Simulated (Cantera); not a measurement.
Charge: 1 mol Fe(CO)₅, 0.55 mol H₂, 2.9 mol N₂, 0.039 mol CO, at 64.0 Pa.

Method: chemical equilibrium by Gibbs-energy minimisation in Cantera with the NASA 1993 tables (ideal gas, pure condensed phases). Candidate condensed phases: C, C₆H₆, C₇H₈, C₈H₁₈, Fe, Fe(CO)₅, FeO, Fe(OH)₂, Fe(OH)₃, Fe₂O₃, Fe₃O₄, H₂O; 140 gas species. Condensed phases not in the tables: cementite and carbon dissolved in iron. Equilibrium is a limit: real reactors are often held back by kinetics, nucleation or transport.

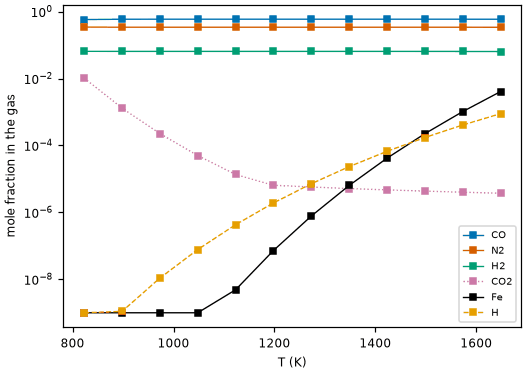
Fig. 1. Equilibrium gas composition (values under 1e-9 drawn at 1e-9)

Question: Read off the mole fractions at 1498 K.

Answer: CO about 0.59, N₂ about 0.34, H₂ about 0.065, Fe about 0.00022, H about 0.00017, CO₂ about 4.3e-6.
